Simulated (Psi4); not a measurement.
# C2H4Si (ethynylsilane) at CCSD/6-31G (sweep point 3)

Aim: the vertical singlet–triplet gap of C2H4Si (ethynylsilane) at CCSD/6-31G (sweep point 3), from 2 runs. 

The results are computed with Psi4 1.11.

## Step 1: Starting point

The species is C2H4Si (7 atoms), meant as a singlet with charge 0. SMILES: `C#C[SiH3]`. The coordinates come from a PBE0-D4/def2-TZVP relaxation.

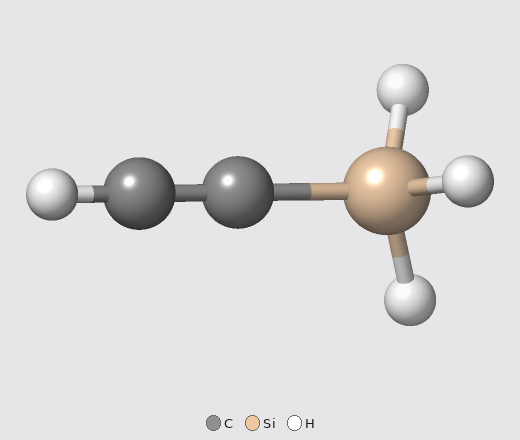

Viewed from a chosen angle; carbon grey, silicon light orange, hydrogen white.

## Step 2: The energy at CCSD/6-31G (sweep point 3)

Input file job.dat:

```
memory 1600 mb

molecule m {
  0 1
  C     -0.580700    -1.871400     0.172200
  C     -0.218500    -0.726500     0.062400
  Si     0.329800     1.004300    -0.103800
  H     -0.901000    -2.883500     0.269300
  H     -0.094500     1.528300    -1.425000
  H     -0.281700     1.818100     0.974900
  H      1.807900     1.062900     0.004400
  units angstrom
  symmetry c1
}

set {
  basis           6-31G
  puream          true
  scf_type        pk
  num_frozen_docc 7
}

energy_value, wavefunction = energy('ccsd', return_wfn=True)
```

Command:

```bash
$ psi4 job.dat job.out -n 1
```

job.out:

```text
[...]
  Running in c1 symmetry.
[...]
  Nuclear repulsion =   83.047890735857266
[...]
  Multiplicity = 1
[...]
  Nalpha       = 15
  Nbeta        = 15
[...]
    Number of basis functions: 39
[...]
   @RHF iter   1:  -366.79893062916699   -9.26101e-01   5.42361e-03 ADIIS/DIIS
[...]
   @RHF iter  10:  -366.83723962522697   -5.68434e-14   1.72876e-09 DIIS
[...]
    Orbital Energies [Eh]
    ---------------------
    Doubly Occupied:
       1A    -68.800087     2A    -11.249169     3A    -11.230086
       4A     -6.165492     5A     -4.270623     6A     -4.270615
       7A     -4.270615     8A     -1.031215     9A     -0.787498
      10A     -0.713051    11A     -0.551610    12A     -0.499082
      13A     -0.499061    14A     -0.397964    15A     -0.397961
[...]
  @RHF Final Energy:  -366.83723962522697
   => Energetics <=
    Nuclear Repulsion Energy =             83.0478907358572656
    One-Electron Energy =                -669.5020023472013690
    Two-Electron Energy =                 219.6168719861171610
    Total Energy =                       -366.8372396252269709
[...]
 Multipole Moments:
 ------------------------------------------------------------------------------------
     Multipole            Electronic (a.u.)      Nuclear  (a.u.)        Total (a.u.)
 ------------------------------------------------------------------------------------
 L = 1.  Multiply by 2.5417464519 to convert [e a0] to [Debye]
 Dipole X            :         -0.5410275            0.4931733           -0.0478542
 Dipole Y            :         -1.7079406            1.5559807           -0.1519600
 Dipole Z            :          0.1643337           -0.1496803            0.0146533
 Magnitude           :                                                    0.1599893
[...]
      * MP2 total energy                      = -367.071776351942162
[...]
      * CCSD total energy                     = -367.099404410510317
[...]
```

Run time: 1.7 s. Hardware: 1 thread of Intel Xeon 6975P-C (Granite Rapids), shared host; peak memory 0.19 GiB.

## Step 3: The triplet at the same level

Input file job.in:

```
memory 1600 MB

molecule mol {
  0 3
  C     -0.580700    -1.871400     0.172200
  C     -0.218500    -0.726500     0.062400
  Si     0.329800     1.004300    -0.103800
  H     -0.901000    -2.883500     0.269300
  H     -0.094500     1.528300    -1.425000
  H     -0.281700     1.818100     0.974900
  H      1.807900     1.062900     0.004400
  symmetry c1
}

set {
  basis           6-31G
  reference       uhf
  puream          true
  scf_type        pk
  num_frozen_docc 7
  maxiter         150
}

E, wfn = energy("ccsd", return_wfn=True)
print_variables()
```

Command:

```bash
$ psi4 -n 1 job.in job.out
```

job.out:

```text
[...]
  Running in c1 symmetry.
[...]
  Nuclear repulsion =   83.047890735857266
[...]
  Multiplicity = 3
[...]
  Nalpha       = 16
  Nbeta        = 14
[...]
    Number of basis functions: 39
[...]
   @UHF iter   1:  -366.49436863596310   -6.21539e-01   8.10001e-03 DIIS/ADIIS
[...]
   @UHF iter  93:  -366.66315955326081   -2.72848e-12   5.12098e-09 DIIS
[...]
   @S^2 Observed:                2.018223786E+00
[...]
    Orbital Energies [Eh]
    ---------------------
    Alpha Occupied:
       1A    -68.796002     2A    -11.257948     3A    -11.248031
       4A     -6.159931     5A     -4.265631     6A     -4.265237
       7A     -4.264453     8A     -1.106213     9A     -0.808944
      10A     -0.727255    11A     -0.575225    12A     -0.572162
      13A     -0.501266    14A     -0.483356    15A     -0.429360
      16A     -0.214267
    Alpha Virtual:
      17A      0.139777    18A      0.155032    19A      0.208507
      20A      0.241284    21A      0.253358    22A      0.269846
      23A      0.322951    24A      0.384295    25A      0.393652
[...]
  @UHF Final Energy:  -366.66315955326081
   => Energetics <=
    Nuclear Repulsion Energy =             83.0478907358572656
    One-Electron Energy =                -669.1763845321015651
    Two-Electron Energy =                 219.4653342429836016
    Total Energy =                       -366.6631595532607548
  UHF NO Occupations:
  HONO-2 :   14  A 1.9950986
  HONO-1 :   15  A 1.0000000
[...]
 Multipole Moments:
 ------------------------------------------------------------------------------------
     Multipole            Electronic (a.u.)      Nuclear  (a.u.)        Total (a.u.)
 ------------------------------------------------------------------------------------
 L = 1.  Multiply by 2.5417464519 to convert [e a0] to [Debye]
 Dipole X            :         -0.5766098            0.4931733           -0.0834365
 Dipole Y            :         -1.8366693            1.5559807           -0.2806887
 Dipole Z            :          0.1911140           -0.1496803            0.0414337
 Magnitude           :                                                    0.2957440
[...]
      * MP2 total energy                      = -366.838945176161872
[...]
      * CCSD total energy                     = -366.890560931487016
[...]
```

Run time: 3 s. Hardware: 1 thread of Intel Xeon 6975P-C (Granite Rapids), shared host; peak memory 0.2 GiB.

## Step 4: Summary of results

At CCSD/6-31G (sweep point 3), 7 core orbitals frozen:

| quantity | value |
| --- | --- |
| singlet: total energy | -367.09940 Eh |
| singlet: HOMO energy (Hartree–Fock orbitals) | -10.83 eV |
| singlet: LUMO energy (Hartree–Fock orbitals) | 4.15 eV |
| singlet: HOMO–LUMO gap (Hartree–Fock orbitals) | 14.98 eV |
| singlet: correlation energy (7 core orbitals frozen) | -262.2 mEh |
| singlet: T1 diagnostic | 0.012 |
| triplet: total energy | -366.89056 Eh |
| triplet: HOMO energy (Hartree–Fock orbitals) (highest over α and β) | -5.83 eV |
| triplet: LUMO energy (Hartree–Fock orbitals) (lowest over α and β) | 0.62 eV |
| triplet: correlation energy (7 core orbitals frozen) | -227.4 mEh |
| triplet: ⟨S²⟩ of the reference determinant | 2.018 |
| triplet: T1 diagnostic | 0.022 |
| vertical energy of the triplet above the singlet | 5.683 eV |

At this shape the triplet lies 5.68 eV (548 kJ/mol) above the singlet.
